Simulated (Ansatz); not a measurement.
## Electronic structure of Cl4Si···H4OSi in real space

Input file:

```
crystal:
  periodic: [false, false, false]
  atoms:
    - { symbol: Si, position_ang: [0.489323, 0.132261, -0.071063] }
    - { symbol: Cl, position_ang: [0.473647, 0.029474, 2.028307] }
    - { symbol: Cl, position_ang: [2.462912, 0.367421, -0.57564] }
    - { symbol: Cl, position_ang: [-0.492497, 1.760018, -0.781731] }
    - { symbol: Cl, position_ang: [-0.089304, -1.615828, -0.939716] }
    - { symbol: O, position_ang: [-2.242584, -0.223855, 0.803582] }
    - { symbol: Si, position_ang: [-3.543402, -0.977999, 0.098453] }
    - { symbol: H, position_ang: [-3.303112, -2.427468, -0.058316] }
    - { symbol: H, position_ang: [-4.75687, -0.792109, 0.923961] }
    - { symbol: H, position_ang: [-3.726218, -0.357473, -1.224456] }
    - { symbol: H, position_ang: [-2.058794, -0.327241, 1.748419] }
basis:
  gaussian: { orbitals: def2-SVP }
hamiltonian:
  xc: hf
relax:
  f_tol: 0.03
  max_steps: 50
output:
  orbitals: {}
```

Run with:

```sh
ansatz run input.yaml --threads 4 --pin off --max-ram 5120MiB --backend cpu --events-out ev --progress --plain --runs-dir out
```

The fields are those of the run's last geometry, not of the input's.

Theory: RHF/def2-SVP (Ansatz).

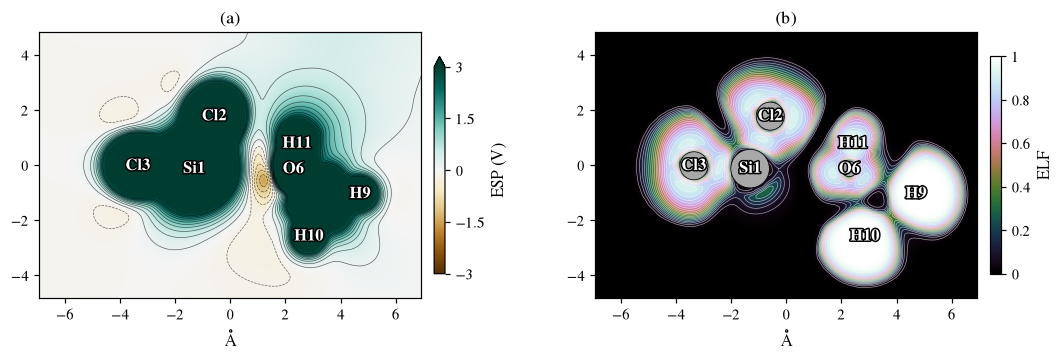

Figure 1. (a) molecular electrostatic potential; (b) ELF on the plane of atoms Cl2, Si1 and Cl3. Grey discs cover the atomic cores in the ELF map.

Describe what can be read from this map.

Answer.
- The section cuts through Si, Cl, O and H sites.
- Si1···O6 (3.60 Å): the ELF dips to about 0 between them (a weak contact between the two molecules).
- Si–Cl (2.04 Å): the ELF peaks at about 0.90 between the atoms: a shared but strongly polarised pair.
- O–H (0.94 Å): the ELF climbs to about 1 towards the hydrogen, as it does in any bond to H (an ordinary covalent bond to hydrogen).
- The ELF also peaks beside Cl3 and Cl2, away from the bonds: lone-pair regions.
- Outside the dense part of the complex the potential is most negative (−1.5 V) near O6.

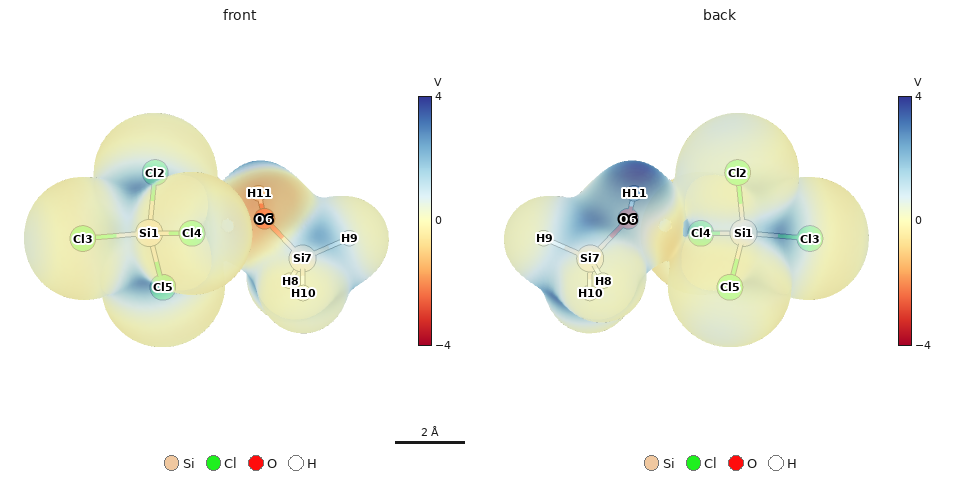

Figure 2. The molecular electrostatic potential painted on the density surface at 0.004 e/bohr³, seen from the front and from behind; the colour scale runs from red (negative) to blue (positive).

Which sites attract a positive test charge, and which a negative one?

Answer. A positive charge is drawn to the negative regions and a negative charge to the positive ones. The most negative region (about −1.5 V) lies over O6, the most positive (about +3.4 V) over H11. Cl3 shows a σ-hole: about +0.5 V at the tip opposite its bond, against about −0.1 V on its flanks. Cl4 shows a σ-hole: about +0.5 V at the tip opposite its bond, against about −0.3 V on its flanks. Cl5 shows a σ-hole: about +0.5 V at the tip opposite its bond, against about 0.0 V on its flanks. O6 is the likeliest acceptor of a hydrogen bond.

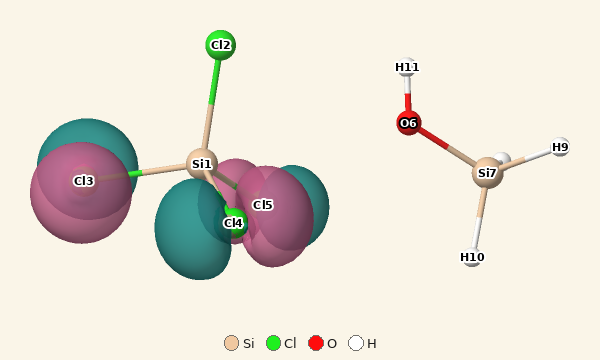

Figure 3. The HOMO−1 at ±0.15 Å⁻³ᐟ² (teal and pink are the two phases), seen at a tilt.

Where does this orbital lie, and at what energy?

Answer. Its weight (Hirshfeld) is mainly on Cl3 (about 35 %), Cl4 (about 35 %) and Cl5 (about 20 %); largely a combination of lone pairs on Cl3, Cl4 and Cl5. Its energy is −12.68 eV.
